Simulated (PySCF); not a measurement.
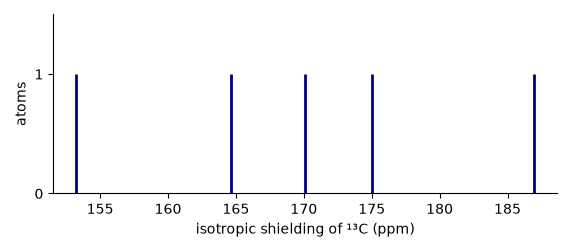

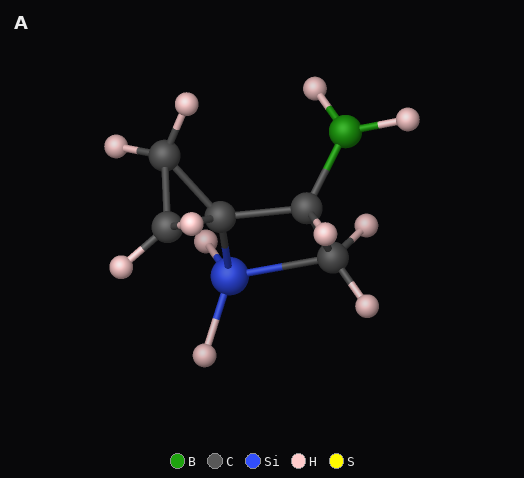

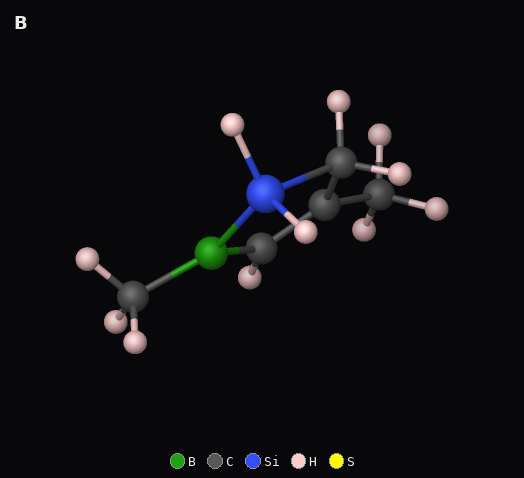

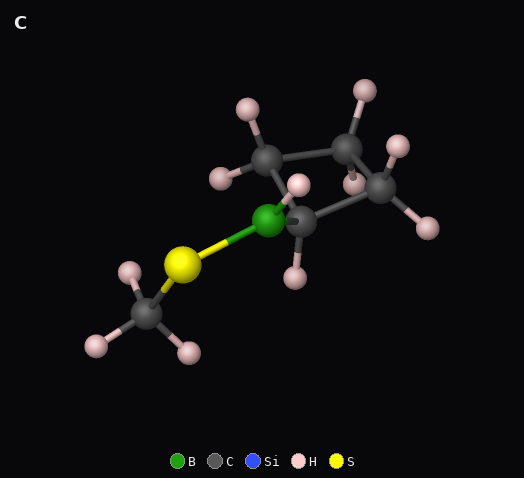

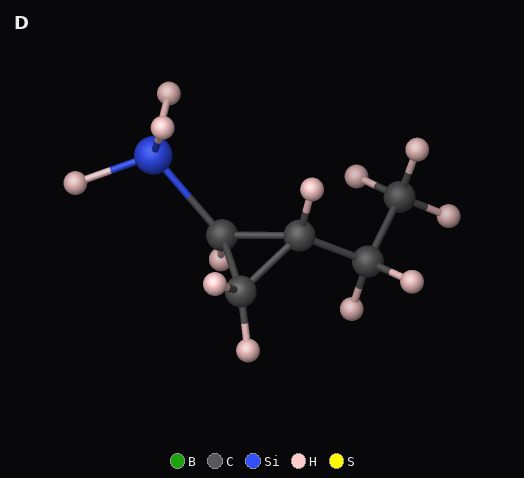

The sticks are computed shieldings of one of the molecules, for one fixed geometry (GFN2-xTB) without averaging over rotations. Low shielding means a high chemical shift. Method: GIAO PBE0/pcSseg-1 NMR shielding, non-relativistic, gas phase (PySCF 2.14.0).

Question: Match the spectrum to a structure.

Answer: D, `CC[C@@H]1C[C@H]1[SiH3]`. Its 5 C atoms give lines at 153.2, 164.6, 170.1, 175.0, 187.0 ppm.

The geometry is semi-empirical. Around B, Si such bond lengths and angles can be off by a tenth of an ångström or more and by several degrees, and values that hang on the shape move with them.
